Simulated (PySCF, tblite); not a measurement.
# C₇H₉ radical: geometry, infrared bands and EPR parameters

Wanted: the infrared bands and EPR parameters of C₇H₉ radical (`C=C/C(C)=C1\[CH]C1`), by calculation.

Programs: tblite 0.8.0 and PySCF 2.14.0, with density-fitted response routines of our own. Each step states its level of theory. These are calculated values for one molecule in the gas phase, unless marked as measured. Atoms count from 0, in the outputs and in this text.

## (1) The molecule as given

16 atoms, charge 0, multiplicity 2; geometry from: force field or distance geometry start.

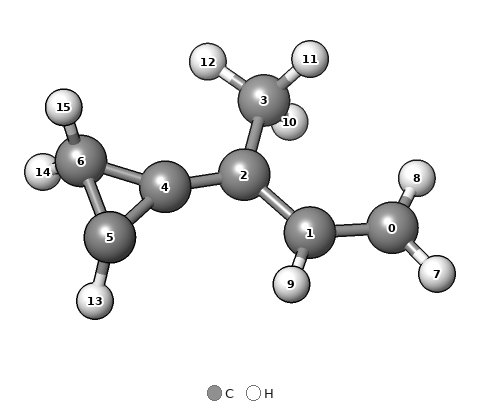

As it starts; carbon grey, hydrogen white, atoms numbered.

## (2) Geometry optimisation with GFN2-xTB

Job settings and geometry (Å):

```
{"job": {"kind": "relax", "xc": "GFN2-xTB", "basis": "xTB"}, "charge": 0, "multiplicity": 2}
C      2.516800    -0.786900    -0.125700
C      1.177800    -0.963100    -0.080500
C      0.183100     0.069900     0.055100
C      0.597200     1.520300     0.136200
C     -1.109300    -0.245300     0.091000
C     -2.064500    -1.257000     0.039800
C     -2.438200     0.175800     0.167300
H      3.179800    -1.632700    -0.211100
H      2.975600     0.192300    -0.080200
H      0.809500    -1.993500    -0.116200
H      1.147700     1.811800    -0.753500
H      1.229300     1.671500     1.024200
H     -0.265600     2.189200     0.247500
H     -2.227100    -1.836200    -0.857300
H     -2.897100     0.627100    -0.698700
H     -2.822700     0.465800     1.150400
```

Run with:

```
$ OMP_NUM_THREADS=1 python probes_run.py task.json out
```

This one command runs all jobs of the session in turn.

**Question.** This job is followed by: GFN2-xTB harmonic vibrations, gas phase; UKS B3LYP, pcH-1 on C H, non-relativistic, mean-field spin-orbit, GIAO. What will the session give for the following? strongest single infrared mode (GFN2-xTB); zero-point energy (GFN2-xTB); g(iso) (B3LYP); ⟨S²⟩; largest a(iso) (averaged by class); surface potential, least and greatest.

**Answer**, as computed:

| quantity | value |
| --- | --- |
| strongest single infrared mode (GFN2-xTB) | 2998 cm⁻¹, 78 km/mol |
| zero-point energy (GFN2-xTB) | 81.7 kcal/mol |
| g(iso) (B3LYP) | 2.00262 |
| ⟨S²⟩ | 0.788 (exact 0.75) |
| largest a(iso) (averaged by class) | 13C on C5, 55.2 MHz |
| surface potential, least and greatest | -0.63 V and 1.01 V |

In words: Over 72 steps the energy fell by 0.614 eV; of the close pairs, C4–C6 changed most, 1.396 to 1.499 Å. No mode is imaginary among the 42: a minimum at this level. The strongest single mode, at 2998 cm⁻¹, moves mainly H15 and H14. Unscaled tight-binding wavenumbers are off by several per cent, some by more. Its intensities can rank the bands wrongly. The largest spin populations lie on C5 (0.57 e), C2 (0.50 e). The isotropic g lies 0.3 ppt above the free-electron value.
